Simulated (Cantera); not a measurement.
A closed system holds: 1 mol Si₂Cl₆, 43 mol H₂, held at 6700 Pa.

Method: chemical equilibrium by Gibbs-energy minimisation in Cantera with the NASA 1993 tables (ideal gas, pure condensed phases). Candidate condensed phases: Si; 19 gas species. The feed counts by its element totals alone. The tables' values for SiCl₃ are old estimates; treat these amounts as uncertain. Equilibrium is a limit: real reactors are often held back by kinetics, nucleation or transport.

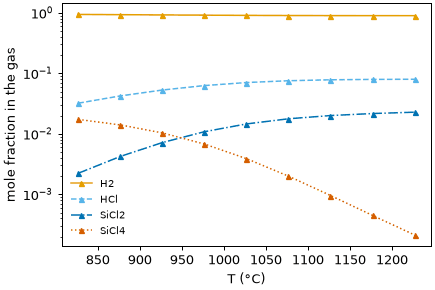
Fig. 1. Equilibrium gas composition (values under 1e-9 drawn at 1e-9)

**Question.** Read off the mole fractions at 1227 °C.

**Answer.** H₂ about 0.90, HCl about 0.080, SiCl₂ about 0.023, SiCl₄ about 0.00021.
